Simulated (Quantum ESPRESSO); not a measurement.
**Effort and miss along a sweep of ecutwfc: LaP3 (P6_3/mmc, 8 atoms in the cell)**

Cell: a = 5.8455 Å, b = 5.8455 Å, c = 5.3920 Å, α = 90.00°, β = 90.00°, γ = 120.00°.

Computed with PBEsol, GBRV 1.5 ultrasoft (PBESOL) pseudopotentials (plane waves; Quantum ESPRESSO).

Base settings: ecutwfc = 40 Ry; ecutrho = 200 Ry; occupations = smearing; smearing = gaussian; degauss = 0.0073499 Ry; potentials = {La: la_pbesol_v1.uspp.F.UPF, P: p_pbesol_v1.5.uspp.F.UPF}; K_POINTS = automatic 7 7 6 0 0 0; conv_thr = 1e-10 Ry.

Misses are taken against the tightest run, 60 Ry (ecutrho: 200 Ry → 300 Ry), which need not be fully converged itself. The energy is the free energy per atom.

The count of work is k-points × plane waves × bands × iterations; it is no time, and leaves out set-up, grids and terms that scale otherwise. Core times come from one kind of shared machine and are given to one figure; runs under 30 s give none.

The starting cell comes from a database of computed structures (which also holds hypothetical and non-ambient phases and stackings), without a prior relaxation at this level. In the base run, with a pressure of about -3 GPa the cell is away from its equilibrium volume at this level.

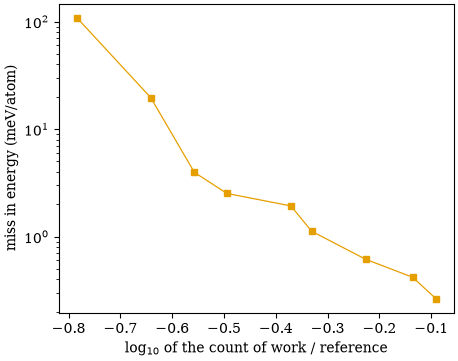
Figure. Miss against the count of work; the reference run is not drawn, and misses under 0.1 meV/atom are drawn there.

| ecutwfc | energy less reference (meV/atom) | pressure less reference (GPa) | count of work / reference | core time / reference (rough) |
|---|---|---|---|---|
| 16 Ry (ecutrho: 200 Ry → 80 Ry) | 109.16 | -3.14 | 0.16 | 0.1 |
| 20 Ry (ecutrho: 200 Ry → 100 Ry) | 19.63 | -0.92 | 0.23 | 0.2 |
| 24 Ry (ecutrho: 200 Ry → 120 Ry) | 3.96 | -0.12 | 0.28 | 0.2 |
| 28 Ry (ecutrho: 200 Ry → 140 Ry) | 2.52 | 0.00 | 0.32 | 0.3 |
| 32 Ry (ecutrho: 200 Ry → 160 Ry) | 1.93 | -0.02 | 0.43 | 0.4 |
| 36 Ry (ecutrho: 200 Ry → 180 Ry) | 1.12 | -0.02 | 0.47 | 0.5 |
| 40 Ry | 0.62 | -0.01 | 0.59 | 0.6 |
| 46 Ry (ecutrho: 200 Ry → 230 Ry) | 0.42 | 0.00 | 0.73 | 0.7 |
| 52 Ry (ecutrho: 200 Ry → 260 Ry) | 0.26 | 0.00 | 0.81 | 0.7 |
| 60 Ry (ecutrho: 200 Ry → 300 Ry) | 0.00 | 0.00 | 1.0 | 1 |

Coarsest setting among those run that, with all tighter ones, holds the energy within 10 meV/atom of the reference: 24 Ry (ecutrho: 200 Ry → 120 Ry), off by 4.0 meV/atom; it needs 0.28 of the reference's count of work and about 0.2 of the reference's time.

The step from 16 Ry (ecutrho: 200 Ry → 80 Ry) to 36 Ry (ecutrho: 200 Ry → 180 Ry): it takes the miss in the energy from 110 to 1.1 meV/atom, for 2.8 times the count of work and roughly 3 times the time.
